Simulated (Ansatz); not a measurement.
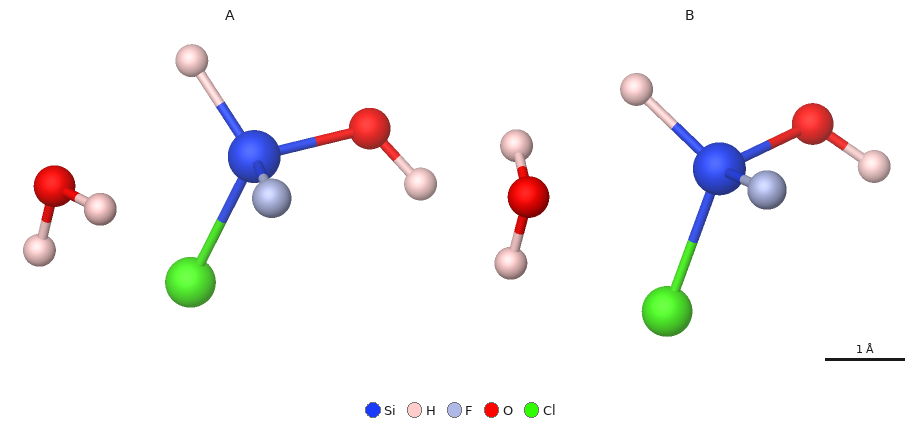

Two geometries of SiH$_{4}$O$_{2}$ClF, drawn at one scale. One is the start of a relaxation, the other its converged end. Style: ball-and-stick. Shown at a tilt.

The calculation used RKS B3LYP-D4/def2-SVP in Ansatz. Settings: no spin polarisation; force threshold 0.03 eV/Å; at most 50 steps.

**Which of the two is the end point?**

Structure A is the relaxed one. The run prepares an end point of a later path (reaction) calculation, from a guessed geometry. After 20 accepted moves (22 points after the start) the energy has fallen by 20.6 kJ/mol. Largest force component: 0.58 eV/Å at the start, 0.03 eV/Å at the end. The line search rejected the trial steps at points 10, 15 of the run. The atom that moves furthest after the best rigid fit is an H atom (1.35 Å). Largest moves by element: H 1.35 Å, Cl 0.63 Å, F 0.48 Å, O 0.34 Å, Si 0.24 Å. Near-neighbour distances that change, for instance: H–O 0.984 → 0.968 Å, F–Si 1.613 → 1.627 Å. Bond angles that change, for instance: H–Si–Cl 111.7° → 114.2°. The run took 43 s on 2 threads of AMD EPYC 7R43 64-Core Processor (Zen 3), on a shared host, peak memory 0.21 GiB.
